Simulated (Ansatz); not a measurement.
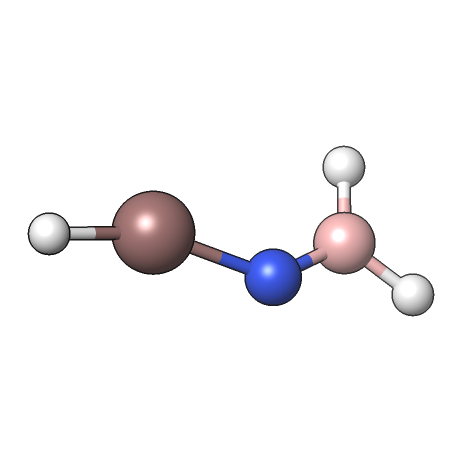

Rendered structure (ball-and-stick style). Every bond is drawn as one stick, whatever its order. Colours: boron pink, nitrogen blue, indium brown, hydrogen white.

The computed structure is the end point of a PBE0-D4/def2-TZVP optimisation. No frequency run is at hand to confirm it as a minimum.

Identify the structure.

Formula BH₃InN. The point group is Cs. All atoms lie on one plane. Coordination: 1 B trigonal planar; 1 N bent; 1 In bent.

The parts below concern this one geometry. Atoms keep their numbers from picture to picture.

Shape

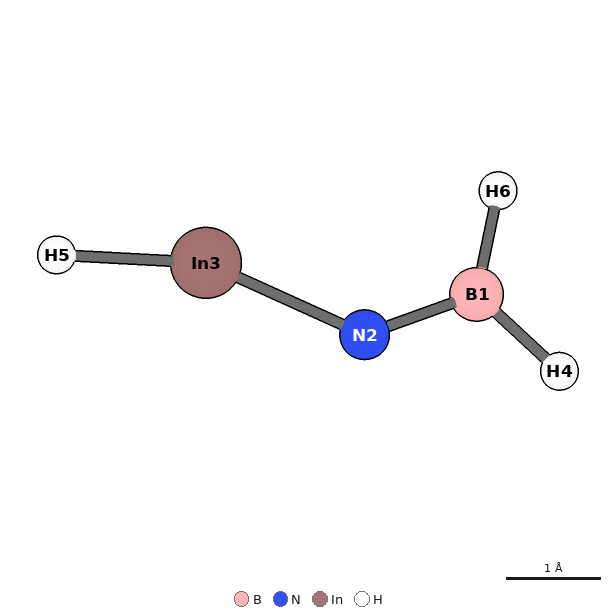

Atoms carry their numbers in the input. No frequency run is at hand to confirm it as a minimum.

Estimate the angles N2–B1–H4, N2–B1–H6, H4–B1–H6, B1–N2–In3, N2–In3–H5.

| angle | degrees |
| --- | --- |
| N2–B1–H4 | 116.1 |
| N2–B1–H6 | 125.9 |
| H4–B1–H6 | 118.0 |
| B1–N2–In3 | 136.1 |
| N2–In3–H5 | 158.0 |

Charges

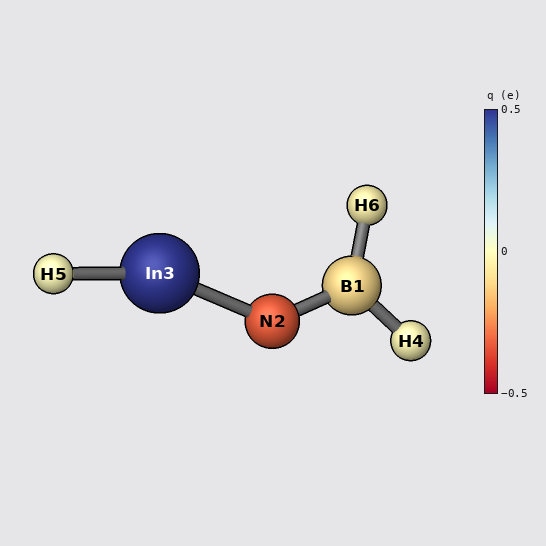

Atoms are coloured by their Mulliken charges. No frequency run is at hand to confirm it as a minimum. Method: RKS PBE0-D4/def2-TZVP, core potentials on In (Ansatz 0.2.0).

List the Mulliken charges.

| atom | value (e) |
| --- | --- |
| B1 | −0.11 |
| N2 | −0.32 |
| In3 | 0.49 |
| H4 | −0.02 |
| H5 | −0.01 |
| H6 | −0.04 |

Electronic properties

No frequency run is at hand to confirm it as a minimum. Level of theory: RKS PBE0-D4/def2-TZVPP, core potentials on In (Ansatz 0.2.0).

Predict the main results.

- HOMO energy (Kohn–Sham orbital): −6.16 eV
- LUMO energy (Kohn–Sham orbital): −2.12 eV
- HOMO–LUMO gap: 4.04 eV

Dipole moment

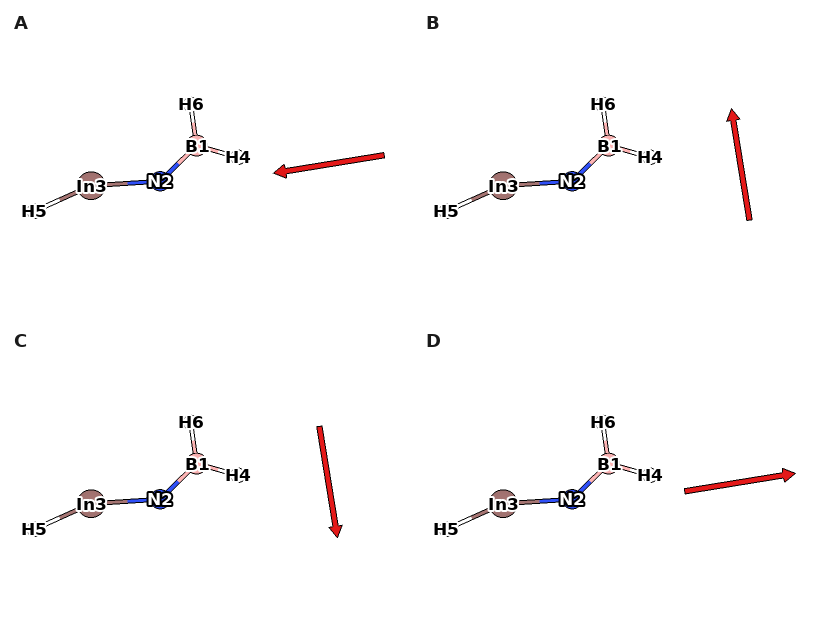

The same molecule four times, each with an arrow. No frequency run is at hand to confirm it as a minimum. Properties computed with RKS PBE0-D4/def2-TZVP, core potentials on In (Ansatz 0.2.0).

**Which arrow points along the dipole moment, from the negative to the positive end?**

A. The dipole moment is 4.99 D; it points from the side of H4 to the side of H5 (the outermost atoms at the two ends).

Mulliken values depend strongly on the basis set and can even reverse the polarity of a bond.
